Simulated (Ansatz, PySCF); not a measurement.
Breaking a bond: LiNa, singlet.

Levels: UHF/LANL2DZ = unrestricted Hartree-Fock/LANL2DZ, with its core potentials past Ne run with PySCF; RKS-PBE = restricted PBE/cc-pVTZ (Ansatz, an electronic-structure program); RKS-BHandHLYP = restricted BHandHLYP/cc-pVTZ run with PySCF 2.14.0.

Energies are in mEh, each relative to the lowest point of its own curve near equilibrium.

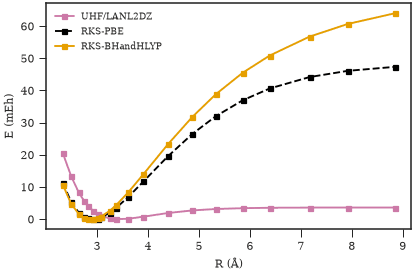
Energy against bond length for each method.

```csv
R / Å,UHF/LANL2DZ,RKS-PBE,RKS-BHandHLYP
2.33,20.4,11.3,10.7
2.49,13.4,5.4,4.8
2.64,8.3,2.0,1.6
2.75,5.6,0.7,0.4
2.82,4.2,0.2,0.0
2.93,2.5,0.0,0.0
3.01,1.6,0.2,0.3
3.08,1.1,0.5,0.8
3.25,0.2,2.0,2.6
3.37,0.0,3.4,4.3
3.61,0.1,6.9,8.3
3.91,0.8,11.7,14.0
4.39,1.9,19.5,23.2
4.87,2.7,26.5,31.8
5.33,3.1,32.0,38.8
5.86,3.4,37.0,45.5
6.39,3.5,40.6,50.9
7.17,3.6,44.2,56.7
7.92,3.6,46.1,60.7
8.84,3.6,47.3,64.0
```

At the longest distance, 8.84 Å, RKS-BHandHLYP lies highest above its minimum (64.0 mEh) and UHF/LANL2DZ lowest (3.6 mEh).

The unrestricted determinant behind UHF/LANL2DZ is spin-contaminated at 2.33 to 8.84 Å (<S²> up to 1.0, against 0.00 for a pure singlet). The restricted form behind RKS-PBE, RKS-BHandHLYP keeps the bonding electrons paired and can't separate into open-shell fragments.
